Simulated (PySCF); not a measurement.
Molecule: SMILES CCCC(C)C. Atoms near the plane z = 1.2 Å, at the GFN2-xTB optimised geometry (x, y, z in Å): C4 (0.3, -0.1, 0.0), C5 (1.9, -0.1, 0.0), C6 (-0.2, 1.3, 0.0), H10 (-2.0, -1.6, -0.2), H14 (0.0, -0.6, 0.9), H15 (2.2, -1.1, 0.0), H17 (2.2, 0.4, 0.9), H18 (0.2, 1.9, 0.8), H20 (-1.3, 1.3, 0.1).

Computed with PBE0/def2-SVP (PySCF). The values are rescaled to run from 0 to 1.

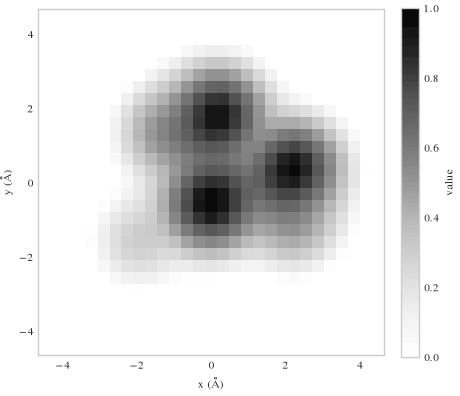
Figure. a field on the plane z = 1.2 Å.

Task: Which quantity is mapped?
A. electrostatic potential
B. an orbital amplitude
C. log10 of the electron density
D. deformation density (molecule minus spherical neutral atoms)

Result: C, log10 of the electron density. In full: log10 of the electron density (e/bohr³), floored at −4.
